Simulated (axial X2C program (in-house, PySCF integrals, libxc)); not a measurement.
**AuNa: bond curves with and without spin–orbit coupling**

Aim: find the lowest determinant of AuNa, scan the bond at several levels and fit the constants, once spin-free and once with spin–orbit coupling.

The runs use an in-house X2C program for linear molecules on PySCF integrals; all-electron X2C, Au dyall-cv3z, Na dyall-cv3z.

All values are calculated.

### Step 1. Input

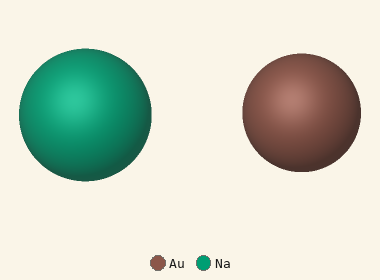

The two atoms at 2.790 Å (gold brown, sodium teal).

task.json

```json
{"zs": [79, 11], "q": 0, "bas": ["dyall-cv3z", "dyall-cv3z"], "levels": ["PBE0", "HF", "BLYP"], "cc": true, "r0": 2.79, "thr": -1.0, "nmax": 90, "npts": 10, "nst": 2, "ntry": 6}
```

Keys: zs atomic numbers; q charge; bas basis sets; levels methods (HF also brings MP2); cc coupled cluster on or off; r0 starting distance in Å; thr threshold in hartree for freezing inner shells (an s shell follows its p shell); nmax most natural virtual spinors; npts points asked for on the curve; nst determinants followed; ntry starts of the search.

The run is started by

```sh
python so2c.py task.json out
```

Spin-free means the one-electron spin-free X2C Hamiltonian; two-component (2c) means X2C with spin–orbit coupling and atomic mean-field two-electron Coulomb and Gaunt terms. Basis: Au dyall-cv3z contracted to [13s14p9d6f4g], Na dyall-cv3z contracted to [9s8p5d2f]; Gaussian nuclei, density fitting. Masses: Au 196.967 u, Na 22.990 u.

Notation: σ, π±, δ± give the projection m of an orbital's angular momentum (0, ±1, ±2), α and β its spin, Λ and M_S the sums; ω is the projection of a spinor's total angular momentum and Ω the sum. Logs are in hartree.

After this run come: PBE0, spin-free; HF, spin-free; BLYP, spin-free; MP2 and beyond, spin-free; PBE0, 2c; HF, 2c; BLYP, 2c; Correlated methods, 2c.

**Question.** What will these runs give? Wanted: for each run, Hamiltonian; Re; ωe; De; μ.

As calculated:

Lowest determinant that the search found at its distance, spin-free: M_S = 0, Λ = 0 (closed shell).

Lowest determinant that the search found at its distance, 2c: Ω = 0 (closed shell).

```json
{"Hamiltonian": "spin-free", "level": "PBE0", "Re (Å)": "2.593", "ωe (cm⁻¹)": "239.1", "De (eV)": "2.28", "μ (D)": "6.96"}
{"Hamiltonian": "spin-free", "level": "HF", "Re (Å)": "2.682", "ωe (cm⁻¹)": "212.8", "De (eV)": "0.955", "μ (D)": "6.55"}
{"Hamiltonian": "spin-free", "level": "MP2", "Re (Å)": "2.592", "ωe (cm⁻¹)": "250.8", "De (eV)": "2.55", "μ (D)": "n/a"}
{"Hamiltonian": "spin-free", "level": "CCSD", "Re (Å)": "2.623", "ωe (cm⁻¹)": "235.7", "De (eV)": "2.41", "μ (D)": "n/a"}
{"Hamiltonian": "spin-free", "level": "CCSD(T)", "Re (Å)": "2.621", "ωe (cm⁻¹)": "238.2", "De (eV)": "2.56", "μ (D)": "n/a"}
{"Hamiltonian": "spin-free", "level": "BLYP", "Re (Å)": "2.604", "ωe (cm⁻¹)": "236.7", "De (eV)": "2.54", "μ (D)": "6.92"}
{"Hamiltonian": "2c", "level": "PBE0", "Re (Å)": "2.593", "ωe (cm⁻¹)": "239.3", "De (eV)": "2.30", "μ (D)": "6.96"}
{"Hamiltonian": "2c", "level": "HF", "Re (Å)": "2.681", "ωe (cm⁻¹)": "213.7", "De (eV)": "0.974", "μ (D)": "6.58"}
{"Hamiltonian": "2c", "level": "MP2", "Re (Å)": "2.593", "ωe (cm⁻¹)": "250.9", "De (eV)": "2.58", "μ (D)": "n/a"}
{"Hamiltonian": "2c", "level": "CCSD", "Re (Å)": "2.623", "ωe (cm⁻¹)": "237.0", "De (eV)": "2.44", "μ (D)": "n/a"}
{"Hamiltonian": "2c", "level": "CCSD(T)", "Re (Å)": "2.621", "ωe (cm⁻¹)": "239.5", "De (eV)": "2.58", "μ (D)": "n/a"}
{"Hamiltonian": "2c", "level": "BLYP", "Re (Å)": "2.605", "ωe (cm⁻¹)": "236.6", "De (eV)": "2.55", "μ (D)": "6.92"}
```

Dipoles are positive if Na is the positive end.

In words: At CCSD(T), going from spin-free to two-component changes Re by 0 mÅ, ωe by +0.5 %; the spin-free picture holds up (part of it comes from the scalar share of the two-electron terms). De moves by +0.02 eV; both De rest on single-determinant atoms, which can miss part of an open shell's spin–orbit lowering.

De refers to Au + Na, each in the lowest determinant found, which need not be this curve's own limit. Each curve is one determinant whose occupation by symmetry is held fixed; it was picked as the lowest of a PBE0 search that is not exhaustive. The closed shell is kept restricted; where the fragments are open shells, the energy then runs too high at long range. Dissociation energies refer to the lowest single-determinant-based atoms at the same level and basis. Coupled cluster ran in a truncated set of natural virtual spinors; the MP2 energy of the rest was added. With the outer-core shells frozen, correlated bond lengths of heavy atoms tend to come out a few hundredths of an ångström too long. T1 at Re is 0.036 (Lee–Taylor), above the customary mark of 0.02.
